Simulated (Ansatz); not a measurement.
# BH2ClO (SMILES OBCl) at HF/3-21G

Aim: the electronic atomisation energy of BH2ClO at HF/3-21G, from 5 runs. 

The results are computed with Ansatz 0.2.0.

64 further runs of the same task are left out: 64 set aside as unsound or not needed.

**1. The structure to begin with**

BH2ClO: 5 atoms, total charge 0, spin state singlet. As SMILES, `OBCl`. The shape is that of a PBE0-D4/def2-TZVP optimisation. This is one conformer, not always the lowest.

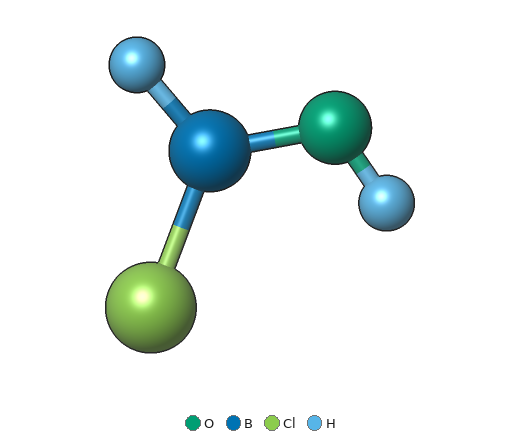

The structure, seen from a chosen angle (oxygen teal, boron blue, chlorine green, hydrogen blue).

**2. The energy at HF/3-21G**

The input, input.yaml:

```yaml
crystal:
  periodic: [false, false, false]
  atoms:
    - {symbol: O, position_ang: [-0.863300, -0.618600, -0.002900]}
    - {symbol: B, position_ang: [0.379000, -0.137200, 0.137900]}
    - {symbol: Cl, position_ang: [0.788600, 1.496000, -0.395300]}
    - {symbol: H, position_ang: [-1.477700, 0.001200, -0.409700]}
    - {symbol: H, position_ang: [1.223300, -0.815100, 0.628600]}
basis:
  gaussian:
    orbitals: 3-21G.json
total_charge: 0
magnetization:
  spin_polarized: false
hamiltonian:
  xc: hf
accuracy: high
output: {orbitals: {seedname: orbitals}}
```

The basis set 3-21G is read from a file made from the Basis Set Exchange's data (not shown).

Launch:

```console
ansatz run input.yaml --threads 1 --pin off --max-ram 3480MiB --events-out events.jsonl --progress --plain --runs-dir runs
```

The program printed:

```text
Warning: RAYON_NUM_THREADS=1 ignored (pool sized by the plan → 1); use --threads N
Functional definition: HF
  name "HF"
  exchange = exact_x
  correlation = 0
738 factors; integrals over basis functions are off by at most 8.2e-9 eV
mean field evaluation 1: about -15169.6982 eV, gradient 2.7e1 eV
mean field evaluation 2: about -15169.6969 eV, gradient 2.7e1 eV
mean field evaluation 4: about -15171.2779 eV, gradient 2.0e0 eV
mean field evaluation 8: about -15171.2919 eV, gradient 8.3e-5 eV
mean field -15171.29192567 eV, -557.5346947973 hartree, gradient 1.8e-8 eV, S^2 0.000000; 0 other end points of the search recorded, 0 dependent functions left out
reference -15171.29192567 eV, -557.5346947973 hartree; 16, 16 occupied and 19, 19 virtual orbitals, 738 factors
Total energy: -15171.29192567 eV, -557.5346947973 hartree
```

It took 0.2 s on 1 thread of Arm Neoverse V2, shared host.

**3. The B atom at the same level**

The input, in.yaml:

```yaml
crystal:
  periodic: [false, false, false]
  atoms:
    - symbol: B
      position_ang: [0.000000, 0.000000, 0.000000]
basis:
  gaussian: {orbitals: 3-21G.json}
magnetization: {spin_polarized: true, initial_magnetization: 1}
hamiltonian: {xc: hf}
accuracy: high
```

The basis set 3-21G is read from a file made from the Basis Set Exchange's data (not shown).

Run the same way, it converges to -24.38976 Eh (log not shown).

**4. The Cl atom, same level**

The input, molecule.yaml:

```yaml
crystal:
  periodic: [false, false, false]
  atoms:
    - {symbol: Cl, position_ang: [0.000000, 0.000000, 0.000000]}
basis:
  gaussian: {orbitals: 3-21G.json}
magnetization: {spin_polarized: true, initial_magnetization: 1}
hamiltonian: {xc: hf}
accuracy: high
```

The basis set 3-21G is read from a file made from the Basis Set Exchange's data (not shown).

Run the same way, it converges to -457.27655 Eh (log not shown).

**5. The H atom**

The input, input.yaml:

```yaml
crystal:
  periodic: [false, false, false]
  atoms:
    - symbol: H
      position_ang: [0.000000, 0.000000, 0.000000]
basis:
  gaussian: {orbitals: 3-21G.json}
magnetization: {spin_polarized: true, initial_magnetization: 1}
accuracy: high
hamiltonian: {xc: hf}
```

The basis set 3-21G is read from a file made from the Basis Set Exchange's data (not shown).

Run the same way, it converges to -0.49620 Eh (log not shown).

**6. The O atom at the same level**

The input, job.yaml:

```yaml
basis:
  gaussian: {orbitals: 3-21G.json}
crystal:
  periodic: [false, false, false]
  atoms:
    - {symbol: O, position_ang: [0.000000, 0.000000, 0.000000]}
magnetization: {spin_polarized: true, initial_magnetization: 2}
hamiltonian: {xc: hf}
accuracy: high
```

The basis set 3-21G is read from a file made from the Basis Set Exchange's data (not shown).

Run the same way, it converges to -74.39366 Eh (log not shown).

**7. Results**

At HF/3-21G:

| quantity | value |
| --- | --- |
| molecule: total energy | -557.53469 Eh |
| molecule: HOMO energy | -12.66 eV |
| molecule: LUMO energy | 3.65 eV |
| molecule: HOMO–LUMO gap | 16.32 eV |
| B atom: total energy | -24.38976 Eh |
| B atom: ⟨S²⟩ | 0.750 |
| Cl atom: total energy | -457.27655 Eh |
| Cl atom: ⟨S²⟩ | 0.750 |
| H atom: total energy | -0.49620 Eh |
| H atom: ⟨S²⟩ | 0.750 |
| O atom: total energy | -74.39366 Eh |
| O atom: ⟨S²⟩ | 2.001 |
| electronic atomisation energy | 13.125 eV |

What this shows: Taking the molecule apart into free atoms costs 13.12 eV (303 kcal/mol), before zero-point energy and without spin-orbit coupling. Hartree–Fock lacks the correlation of the bonding pairs, which as a rule makes this value much too low; in minimal bases other errors can mask that. The basis has no polarisation functions, which makes bonds too weak.
